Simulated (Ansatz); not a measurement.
Consider Ga4Sb3N.

Input file:

```
crystal:
  lattice:
    - [4.0607090824, 0.0, 0.0]
    - [0.0, 4.1112967143, 5.7278452902]
    - [0.0, -4.1112967143, 5.7278452902]
  atoms:
    - { symbol: "N", position: [0.0, 0.0037649024, 0.0037649024] }
    - { symbol: Sb, position: [0.5, -0.0069371727, 0.5012282522] }
    - { symbol: Sb, position: [0.5, 0.5012282522, -0.0069371727] }
    - { symbol: Sb, position: [0.0, 0.5080849361, 0.5080849361] }
    - { symbol: Ga, position: [0.5, 0.9121156763, 0.9121156763] }
    - { symbol: Ga, position: [0.0, 0.9054716236, 0.3039549185] }
    - { symbol: Ga, position: [0.0, 0.3039549185, 0.9054716236] }
    - { symbol: Ga, position: [0.5, 0.3723168636, 0.3723168636] }
kpoints:
  mp_grid: { grid: [6, 4, 4] }
  band_path:
    path:
      - [[0.0, 0.0, 0.0], [2.235500304249e-34, 0.5, 0.5], [-6.02926184074e-34, 0.6212002284416, 0.3787997715584]]
      - [[-2.583072699416e-33, 0.3787997715584, -0.3787997715584], [0.0, 0.0, 0.0], [0.5, -3.071274749612e-33, 3.97291113368e-33], [0.5, 0.3787997715584, -0.3787997715584]]
      - [[0.5, 0.6212002284416, 0.3787997715584], [0.5, 0.5, 0.5], [2.235500304249e-34, 0.5, 0.5]]
      - [[0.0, 0.0, 0.0], [-1.592999441745e-33, 0.5, 4.203463754997e-18], [0.5, 0.5, 4.203463754997e-18], [0.5, -3.071274749612e-33, 3.97291113368e-33], [0.5, 0.5, 0.5]]
    npoints: 10
hamiltonian:
  xc: pbe
scf:
  occupations: { method: fermi_dirac, width: 0.02 }
  n_extra_bands: 6
output:
  forces: true
  stress: true
  eigenvalues: true
  write_density: true
  write_potential: true
  elf: true
  volumetric_format: npy
```

Command:

```sh
ansatz run input.yaml --threads 4 --pin off --max-ram 6451MiB --backend cpu --events-out ev --progress --plain --runs-dir out
```

Below, planes, directions and counts refer to the conventional cell (a = 4.06 Å, b = 8.22 Å, c = 11.46 Å, α = 90.00°, β = 90.00°, γ = 90.00°).

Space group Amm2; started from the ordered alloy on zincblende lattice prototype, which need not be the ambient phase; computed pressure about 2 GPa in this cell.

Level of theory: DFT, PBE, plane waves, PAW in Ansatz 0.2.0.

Question: Predict the valence pseudo-density and electron localisation function between the atoms.

Answer: Ga–Sb (2.56 Å): ρ at the midpoint is about 0.47 e/Å³; the ELF peaks at about 0.65 between the atoms.
Ga–N (2.29 Å): ρ is about 0.39 e/Å³ halfway; the ELF peaks at about 0.85 in the valence shell of N, 0.7 Å from its nucleus, and is about 0.40 at the midpoint.

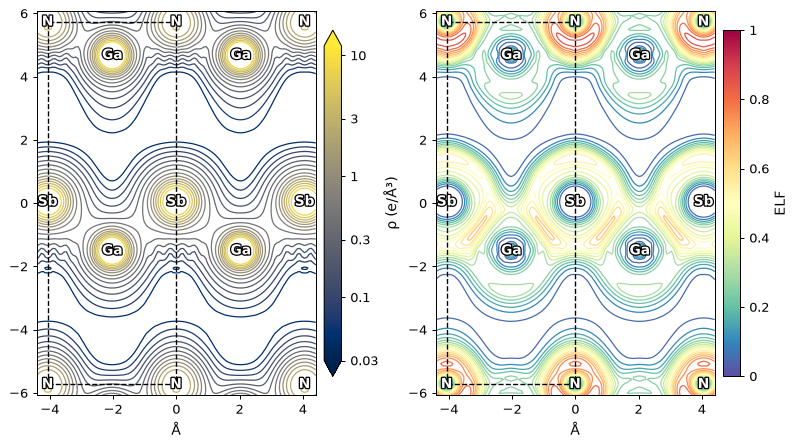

Computed valence pseudo-density and electron localisation function on the (010) plane of the conventional cell, in this order. 
